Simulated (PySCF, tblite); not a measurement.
# C₅H₁₁B₂ radical: geometry, infrared bands and EPR parameters

What infrared bands and EPR parameters should C₅H₁₁B₂ radical (`CB[CH]BC1CC1`) show?

Computed with tblite 0.8.0 and PySCF 2.14.0, with density-fitted response routines of our own, on a single molecule in the gas phase. Atoms are numbered from 0 throughout.

**1. Starting geometry**

18 atoms, charge 0, multiplicity 2; geometry from: force field or distance geometry start.

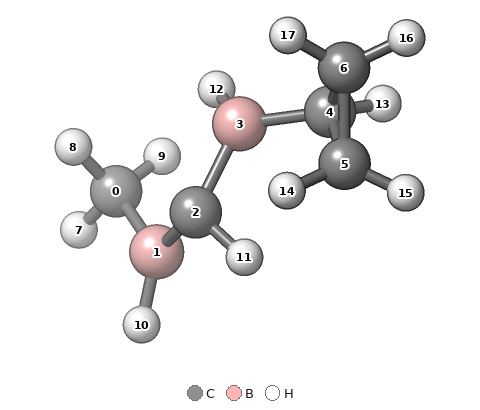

The starting geometry (carbon grey, boron pink, hydrogen white), atoms numbered.

**2. Optimising the geometry with GFN2-xTB**

The job: settings as JSON, then the geometry in Å.

```
{"job": {"kind": "relax", "xc": "GFN2-xTB", "basis": "xTB"}, "charge": 0, "multiplicity": 2}
C     -3.002900     0.229100     0.112200
B     -2.066300    -0.997600     0.328800
C     -0.578500    -0.733400     0.807800
B     -0.009000     0.600300     0.123400
C      1.428000     0.470600    -0.497100
C      2.261900    -0.607900     0.167500
C      2.654000     0.859900     0.264300
H     -4.040000    -0.144800     0.032400
H     -2.909500     0.899300     1.005300
H     -2.794900     0.784300    -0.808400
H     -2.503300    -2.087000     0.460100
H      0.026900    -1.603200     0.469600
H     -0.812000     1.376000    -0.268500
H      1.520500     0.621000    -1.593600
H      1.880200    -0.991800     1.146800
H      2.928200    -1.224100    -0.434200
H      3.559400     1.147900    -0.317700
H      2.448500     1.407700     1.195200
```

Started as:

```
$ OMP_NUM_THREADS=1 python probes_run.py task.json out
```

One launch serves the whole session: the jobs run in the order shown.

Log:

```text
step      E/eV     max force
  0    -506.53552    3.203
  1    -506.86041    2.259
  2    -507.14595    1.208
  3    -507.21887    0.821
  4    -507.31933    0.700
  5    -507.36832    0.724
  6    -507.45040    0.866
  7    -507.50012    0.661
  8    -507.55118    0.520
  9    -507.58822    0.476
 10    -507.62122    0.430
 11    -507.64801    0.411
 12    -507.67291    0.382
 13    -507.69346    0.341
 14    -507.71163    0.324
 15    -507.72886    0.395
 16    -507.74209    0.400
 17    -507.75217    0.434
 18    -507.76176    0.253
 19    -507.77458    0.288
 20    -507.78483    0.319
 21    -507.80100    0.355
 22    -507.81406    0.350
 23    -507.82488    0.217
 24    -507.83250    0.180
 25    -507.83900    0.178
 26    -507.84429    0.169
 27    -507.84830    0.163
 28    -507.85167    0.142
 29    -507.85509    0.144
 30    -507.85873    0.160
 31    -507.86228    0.171
 32    -507.86526    0.147
 33    -507.86778    0.113
 34    -507.87038    0.136
 35    -507.87334    0.123
 36    -507.87639    0.142
 37    -507.87889    0.121
 38    -507.88077    0.092
 39    -507.88229    0.087
 40    -507.88366    0.109
 41    -507.88502    0.112
 42    -507.88625    0.090
 43    -507.88721    0.059
 44    -507.88799    0.069
 45    -507.88876    0.077
 46    -507.88969    0.074
 47    -507.89074    0.066
 48    -507.89165    0.071
 49    -507.89233    0.057
 50    -507.89291    0.050
 51    -507.89350    0.056
 52    -507.89404    0.057
 53    -507.89441    0.042
 54    -507.89463    0.033
 55    -507.89484    0.043
 56    -507.89517    0.057
 57    -507.89558    0.059
 58    -507.89599    0.055
 59    -507.89636    0.056
 60    -507.89676    0.060
 61    -507.89735    0.078
 62    -507.89825    0.100
 63    -507.89940    0.105
 64    -507.90059    0.092
 65    -507.90172    0.098
 66    -507.90298    0.141
 67    -507.90488    0.220
 68    -507.90779    0.205
 69    -507.91181    0.186
 70    -507.91596    0.147
 71    -507.91803    0.254
 72    -507.92175    0.165
 73    -507.92492    0.151
 74    -507.93154    0.192
 75    -507.93504    0.156
 76    -507.93908    0.106
 77    -507.94256    0.215
 78    -507.94600    0.127
 79    -507.94805    0.103
 80    -507.95150    0.175
 81    -507.95393    0.117
 82    -507.95667    0.095
 83    -507.95870    0.140
 84    -507.96016    0.104
 85    -507.96164    0.095
 86    -507.96377    0.099
 87    -507.96473    0.075
 88    -507.96552    0.061
 89    -507.96596    0.090
 90    -507.96657    0.101
 91    -507.96728    0.079
 92    -507.96868    0.062
 93    -507.97028    0.090
 94    -507.97254    0.114
 95    -507.97516    0.126
 96    -507.97811    0.124
 97    -507.98101    0.153
 98    -507.98362    0.148
 99    -507.98652    0.132
100    -507.98928    0.115
101    -507.99167    0.116
102    -507.99572    0.125
103    -507.99883    0.129
104    -508.00088    0.100
105    -508.00223    0.133
106    -508.00348    0.099
107    -508.00523    0.107
108    -508.00670    0.081
109    -508.00793    0.076
110    -508.00890    0.072
111    -508.00968    0.070
112    -508.01029    0.058
113    -508.01075    0.060
114    -508.01112    0.058
115    -508.01140    0.044
116    -508.01158    0.023
117    -508.01166    0.019
118    -508.01171    0.016
119    -508.01175    0.014
120    -508.01182    0.019
121    -508.01189    0.015
122    -508.01194    0.014
123    -508.01198    0.014
124    -508.01202    0.013
125    -508.01205    0.012
126    -508.01210    0.018
127    -508.01218    0.023
128    -508.01230    0.030
129    -508.01249    0.034
130    -508.01277    0.038
131    -508.01308    0.049
132    -508.01338    0.043
133    -508.01367    0.035
134    -508.01396    0.039
135    -508.01424    0.039
136    -508.01448    0.036
137    -508.01470    0.041
138    -508.01491    0.053
139    -508.01517    0.045
140    -508.01553    0.045
141    -508.01572    0.038
142    -508.01593    0.027
143    -508.01608    0.025
144    -508.01625    0.033
145    -508.01644    0.038
146    -508.01668    0.042
147    -508.01703    0.038
148    -508.01742    0.034
149    -508.01772    0.047
150    -508.01818    0.069
151    -508.01852    0.070
152    -508.01921    0.061
153    -508.01986    0.062
154    -508.02044    0.060
155    -508.02102    0.051
156    -508.02127    0.039
157    -508.02144    0.061
158    -508.02168    0.041
159    -508.02187    0.024
160    -508.02199    0.021
161    -508.02211    0.021
162    -508.02219    0.018
163    -508.02223    0.013
164    -508.02225    0.007
```

Wall time 1 s (1 thread of Arm Neoverse V1, shared host); peak memory 0.17 GiB.

The steps of the relaxation: (not every step is listed)

| step | energy from step 0 (eV) | largest force (eV/Å) |
| --- | --- | --- |
| 0 | 0.0000 | 3.2027 |
| 1 | -0.3249 | 2.2593 |
| 2 | -0.6104 | 1.2085 |
| 3 | -0.6833 | 0.8206 |
| 4 | -0.7838 | 0.6997 |
| 5 | -0.8328 | 0.7240 |
| 6 | -0.9149 | 0.8663 |
| 7 | -0.9646 | 0.6608 |
| 8 | -1.0157 | 0.5200 |
| 23 | -1.2894 | 0.2166 |
| 38 | -1.3452 | 0.0917 |
| 53 | -1.3589 | 0.0418 |
| 68 | -1.3723 | 0.2045 |
| 83 | -1.4232 | 0.1400 |
| 98 | -1.4481 | 0.1484 |
| 113 | -1.4752 | 0.0599 |
| 128 | -1.4768 | 0.0304 |
| 143 | -1.4806 | 0.0254 |
| 158 | -1.4862 | 0.0409 |
| 159 | -1.4863 | 0.0244 |
| 160 | -1.4865 | 0.0215 |
| 161 | -1.4866 | 0.0214 |
| 162 | -1.4867 | 0.0185 |
| 163 | -1.4867 | 0.0127 |
| 164 | -1.4867 | 0.0075 |

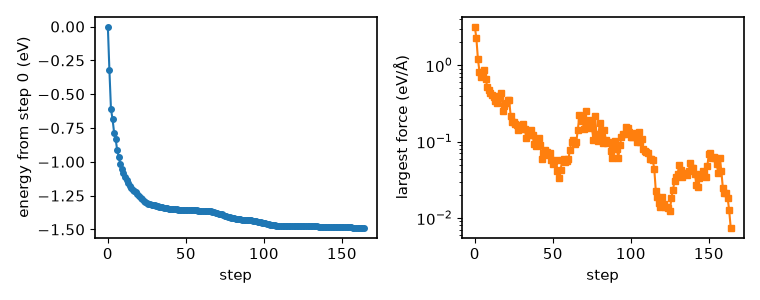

Energy and largest force along the relaxation.

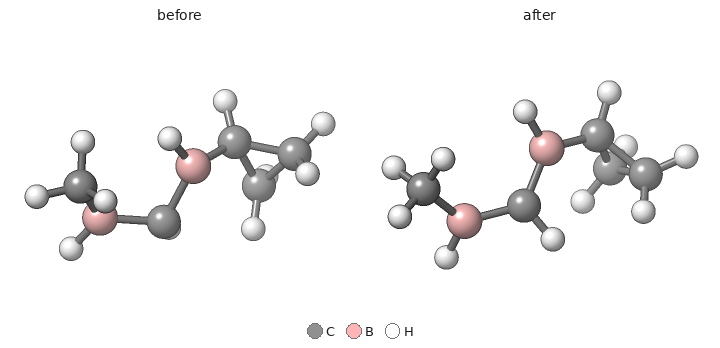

The geometry before (left) and after (right).

Close pairs (by a distance rule), those that changed most:

| bond | before (Å) | after (Å) | change (Å) |
| --- | --- | --- | --- |
| C2–B3 | 1.604 | 1.517 | -0.087 |
| B1–C2 | 1.585 | 1.509 | -0.076 |
| C5–C6 | 1.522 | 1.482 | -0.040 |
| C5–H14 | 1.119 | 1.080 | -0.039 |
| C0–H8 | 1.120 | 1.085 | -0.035 |
| C6–H16 | 1.114 | 1.080 | -0.034 |
| C0–B1 | 1.559 | 1.585 | +0.027 |
| C4–C6 | 1.495 | 1.520 | +0.025 |

The next job starts from the end point, and lists it.

**3. Infrared spectrum with GFN2-xTB**

The job: settings as JSON, then the geometry in Å.

```
{"job": {"kind": "ir", "xc": "GFN2-xTB", "basis": "xTB"}, "charge": 0, "multiplicity": 2}
C     -3.241105     0.038974     0.078343
B     -1.998781    -0.774553     0.632735
C     -0.623100    -0.165245     0.753979
B      0.074878     0.692076    -0.284105
C      1.610871     0.610268    -0.533741
C      2.379473    -0.681658    -0.326349
C      2.578927     0.437312     0.625426
H     -4.107455    -0.052654     0.730476
H     -3.041182     1.094437    -0.076930
H     -3.532307    -0.393590    -0.878568
H     -2.179354    -1.899948     0.930416
H     -0.050338    -0.441698     1.635938
H     -0.554289     1.430686    -0.947594
H      2.008640     1.224546    -1.335665
H      1.824241    -1.545740     0.006801
H      3.169905    -0.915807    -1.024272
H      3.502154     0.996895     0.586460
H      2.170063     0.352016     1.620713
```

Log:

```text
mode    cm-1     km/mol
  1      33.2      1.63
  2      49.8      1.27
  3      96.0      0.36
  4     108.0      2.18
  5     169.9      0.45
  6     211.5      7.82
  7     248.9      4.42
  8     374.8      3.02
  9     477.0      1.74
 10     601.6     26.81
 11     682.6     37.61
 12     743.7     21.77
 13     780.2     23.29
 14     797.7     26.73
 15     814.7     23.06
 16     831.4     90.45
 17     866.7     13.33
 18     885.6     11.13
 19     907.6      2.25
 20     985.5      6.51
 21     997.5     47.02
 22    1015.6     67.23
 23    1039.4     26.56
 24    1055.1     16.12
 25    1064.1      1.46
 26    1108.0      9.26
 27    1116.1      0.38
 28    1163.4      4.10
 29    1165.5     13.94
 30    1235.9     86.26
 31    1270.3     40.47
 32    1348.7     12.34
 33    1360.8      4.63
 34    1442.8      0.44
 35    1477.7      9.80
 36    1485.4      3.77
 37    1491.7      1.64
 38    2551.1    139.58
 39    2578.5    104.69
 40    2979.0     33.13
 41    2998.6     27.10
 42    3021.3     54.40
 43    3024.3     35.42
 44    3055.9     30.55
 45    3077.1     15.28
 46    3080.7     29.40
 47    3086.0     27.47
 48    3100.7     74.48
```

It took 0.52 s on 1 thread of Arm Neoverse V1, shared host; peak memory 0.17 GiB.

The strongest bands and the atoms that carry them (share of the mass-weighted mode):

| cm⁻¹ | km/mol | atoms |
| --- | --- | --- |
| 831 | 90.5 | H7 33 %, C0 20 %, B1 17 % |
| 998 | 47.0 | H12 26 %, B1 11 % |
| 1016 | 67.2 | C4 29 %, C5 21 %, C6 20 %, H12 14 % |
| 1236 | 86.3 | C2 32 %, B3 23 %, B1 13 % |
| 2551 | 139.6 | H10 92 % |
| 2578 | 104.7 | H12 92 % |
| 3021 | 54.4 | H13 91 % |
| 3101 | 74.5 | H17 32 %, H14 28 %, H15 16 %, H16 12 % |

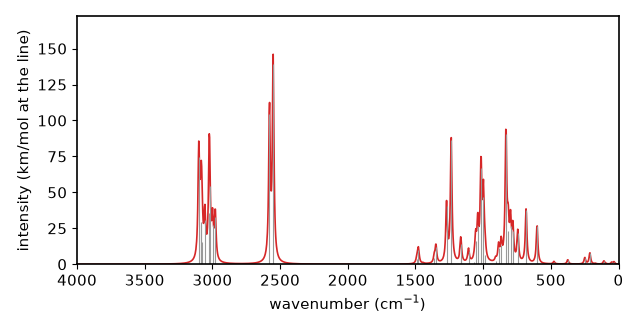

The infrared spectrum from these modes, unscaled. Lines are broadened to a width of 14 cm⁻¹ (Lorentzian).

**4. EPR parameters: B3LYP/pcH-1**

The job, as its differences from that of step 3:

```diff
@@ -1,2 +1,2 @@
-{"job": {"kind": "ir", "xc": "GFN2-xTB", "basis": "xTB"}, "charge": 0, "multiplicity": 2}
+{"job": {"kind": "epr", "basis": "pcH-1"}, "charge": 0, "multiplicity": 2}
 C     -3.241105     0.038974     0.078343
```

Method: UKS B3LYP, pcH-1 on B C H, non-relativistic, mean-field spin-orbit, GIAO.

Log:

```text
UKS, coarse grid
  cycle   1  E = -246.73385194  |g| = 3.55e-01
  cycle   2  E = -246.71801961  |g| = 4.05e-01
  cycle   3  E = -246.80502901  |g| = 3.85e-02
  cycle   4  E = -246.80559614  |g| = 2.11e-02
  cycle   5  E = -246.80583947  |g| = 6.07e-03
  cycle   6  E = -246.80586348  |g| = 1.66e-03
  cycle   7  E = -246.80586618  |g| = 6.36e-04
UKS, final grid
  cycle   1  E = -246.80582161  |g| = 5.88e-04
  cycle   2  E = -246.80582160  |g| = 6.51e-04
  cycle   3  E = -246.80582182  |g| = 9.37e-05
  cycle   4  E = -246.80582182  |g| = 3.94e-05
  cycle   5  E = -246.80582183  |g| = 1.08e-05
E = -246.80582183 Eh   <S^2> = 0.7533 (exact 0.7500)
g shifts (ppm)      1          2          3
  rmc          -120       -120       -120
  gc             22         10         25
  oz_so          51        541        663
  total         -46        432        568
hyperfine (MHz)  atom isotope    a_iso     a_fc   dipolar eigenvalues
    0   13C      24.54      24.54     -4.32     -3.57      7.89
    1   11B     -20.10     -20.10     -9.02     -1.65     10.67
    2   13C      46.69      46.69    -57.76    -57.54    115.29
    3   11B     -15.49     -15.49     -8.68     -2.54     11.22
    4   13C      11.54      11.54     -2.67     -1.79      4.47
    5   13C       9.16       9.16     -1.40     -1.08      2.48
    6   13C       5.71       5.71     -2.61     -2.00      4.61
    7    1H      -2.35      -2.35     -3.21     -2.26      5.47
    8    1H      -3.06      -3.06     -4.06     -1.47      5.53
    9    1H      35.54      35.54     -3.26     -0.21      3.47
   10    1H      44.68      44.68     -6.31     -3.00      9.30
   11    1H      14.36      14.36    -27.35     -4.42     31.76
   12    1H      36.97      36.97     -6.34     -2.27      8.61
   13    1H      -2.46      -2.46     -2.13     -1.39      3.52
   14    1H      -0.51      -0.51     -3.49     -1.57      5.06
   15    1H       5.69       5.69     -1.21     -1.02      2.23
   16    1H       4.16       4.16     -1.83     -0.89      2.72
   17    1H      -1.55      -1.55     -2.85     -1.05      3.90
```

It took 68 s on 1 thread of Arm Neoverse V1, shared host; peak memory 1 GiB.

Principal g values 2.00227, 2.00275, 2.00289; g(iso) = 2.00264, against 2.00232 for a free electron.

Hyperfine couplings; where a row names several nuclei, a(iso) is their mean (it holds for fast rotation or exchange) and the dipolar term the largest among them:

| nuclei | isotope | a(iso) (MHz) | a(iso) (G, at g = 2.0023) | largest dipolar term (MHz) |
| --- | --- | --- | --- | --- |
| C2 | 13C | 46.7 | 16.7 | 115.3 |
| H10 | 1H | 44.7 | 15.9 | 9.3 |
| H12 | 1H | 37.0 | 13.2 | 8.6 |
| C0 | 13C | 24.5 | 8.8 | 7.9 |
| B1 | 11B | -20.1 | -7.2 | 10.7 |
| B3 | 11B | -15.5 | -5.5 | 11.2 |
| H11 | 1H | 14.4 | 5.1 | 31.8 |
| C4 | 13C | 11.5 | 4.1 | 4.5 |
| H7, H8, H9 | 1H | 10.0 | 3.6 | 5.5 |
| C5, C6 | 13C | 7.4 | 2.7 | 4.6 |
| H15, H16 | 1H | 4.9 | 1.8 | 2.7 |
| H13 | 1H | -2.5 | -0.9 | 3.5 |
| H14, H17 | 1H | -1.0 | -0.4 | 5.1 |

Mulliken spin populations:

C0 0.02; B1 0.05; C2 0.79; B3 0.07; C4 0.01; C5 0.00; C6 0.02; H7 0.00; H8 0.00; H9 0.01; H10 0.02; H11 -0.01; H12 0.01; H13 0.00; H14 0.00; H15 0.00; H16 0.00; H17 0.00

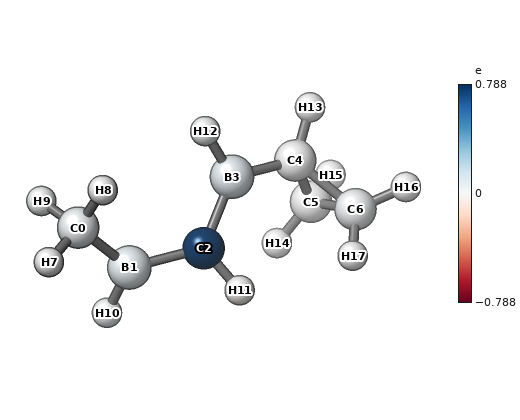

Mulliken spin populations, as colours on the atoms.

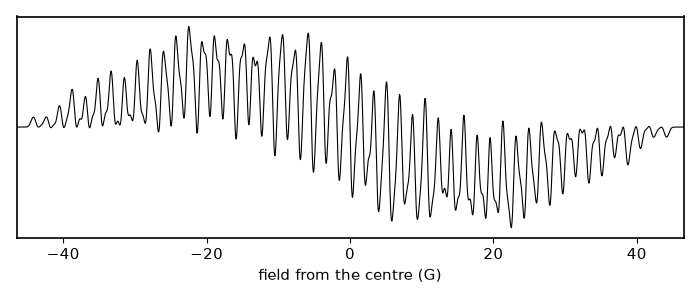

First-order isotropic spectrum (first derivative, main isotopes with spin only, couplings over 0.8 MHz, Gaussian width 0.3 G; couplings of the frozen geometry, rotation of groups not averaged beyond the rows shown).

Orbitals, density, ELF and potential are computed afterwards from the orbital file.

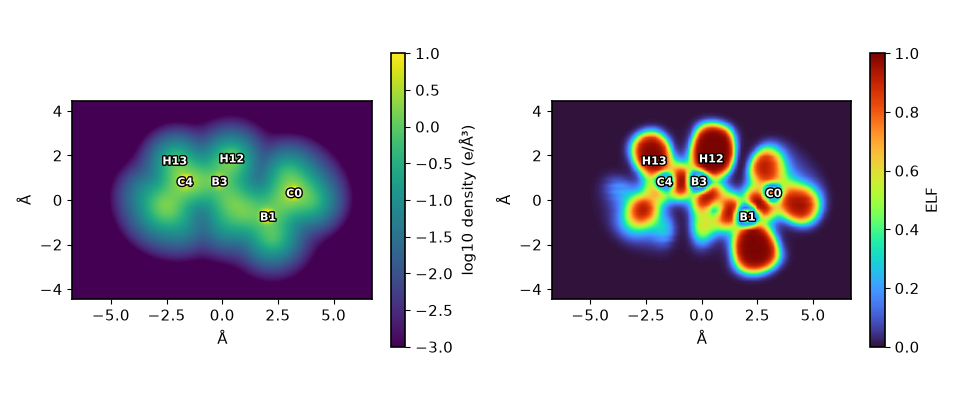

Density (left) and ELF (right) in a plane through or near 6 of the atoms.

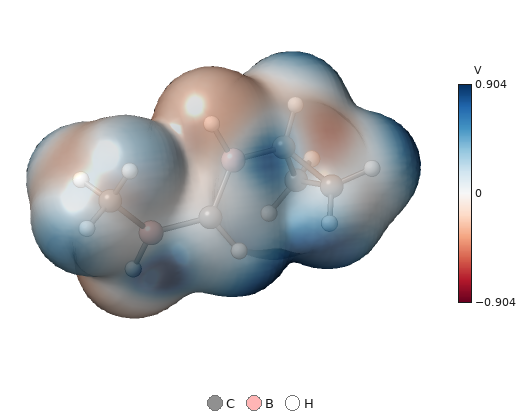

The potential that a unit positive charge feels on the 0.002 e/bohr³ surface, from -0.35 V near C5 to 0.90 V near B1.

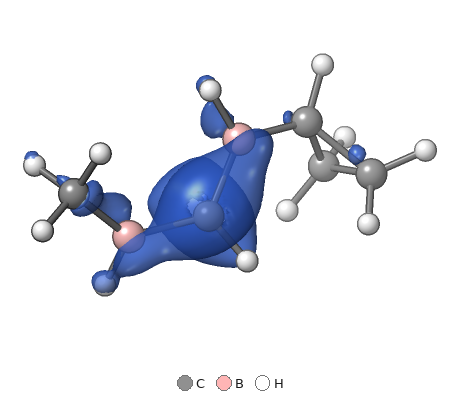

Spin density at ±0.03 e/Å³ (alpha excess blue, beta excess red).

**5. Summary of results**

| quantity | value |
| --- | --- |
| strongest single infrared mode (GFN2-xTB) | 2551 cm⁻¹, 140 km/mol |
| zero-point energy (GFN2-xTB) | 91.6 kcal/mol |
| g(iso) (B3LYP) | 2.00264 |
| ⟨S²⟩ | 0.753 (exact 0.75) |
| largest a(iso) (averaged by class) | 13C on C2, 46.7 MHz |
| potential on the surface of density 0.002 e/bohr³, 1st and 99th percentile | -0.35 V and 0.90 V |

**Reading.** Over 164 steps the energy fell by 1.487 eV; of the close pairs, C2–B3 changed most, 1.604 to 1.517 Å. No mode is imaginary among the 48: a minimum at this level. The strongest single mode, at 2551 cm⁻¹, moves mainly H10. GFN2-xTB is a fitted tight-binding method: band positions and strengths are rough. Its intensities can rank the bands wrongly. C2 carries the largest spin population, 0.79 e. The isotropic g lies 0.3 ppt above the free-electron value. These values are for one conformer; the search (at its own cheap level) found 2 more, at 0.48, 0.80 kcal/mol, and measured spectra average over such forms.
